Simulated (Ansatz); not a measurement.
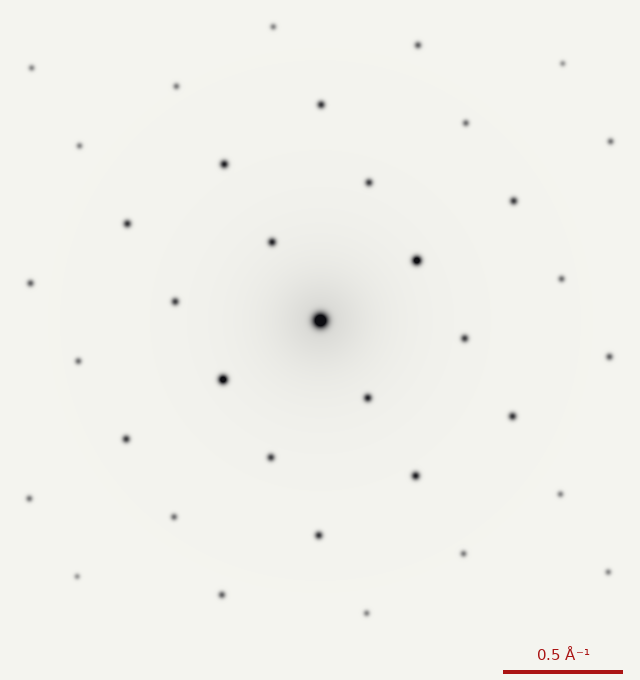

Kinematic zone-axis pattern, calculated for 200 keV electrons with B = 0.5 Å².

It belongs to AlCu₂, space group P6/mmm (No. 191), a = 4.169 Å, c = 2.593 Å (hexagonal axes). Structure: the geometry relaxed with DFT PBE, scalar-relativistic, plane waves, PAW in Ansatz 0.2.0; the starting structure was generated, so it need not be a known form of this composition.

```json
{"atom": "Al", "site": "1a", "symmetry": "6/mmm", "x": "0.0000", "y": "0.0000", "z": "0.0000"}
{"atom": "Cu", "site": "2d", "symmetry": "-6m2", "x": "0.3333", "y": "0.6667", "z": "0.5000"}
```

**Which low-index zone axis gives this pattern?**

The spots form a rectangular net whose two shortest vectors correspond to d = 2.59 Å and 2.08 Å, 90.0° apart. They index as 0 0 1 and 1 -2 0, so the zone axis is [210] (or an equivalent direction of <210>).

**List the strongest reflections.**

Strongest reflections with d > 0.80 Å, one of each family (|F|² from tabulated Gaussian fits of the electron scattering factors, times a small damping for the curvature of the Ewald sphere):

```tsv
hkl	d (Å)	I (strongest = 100)
1 -2 0	2.085	100
0 0 2	1.296	37
0 0 1	2.593	32
1 -2 2	1.101	24
2 -4 0	1.042	21
1 -2 1	1.625	20
```
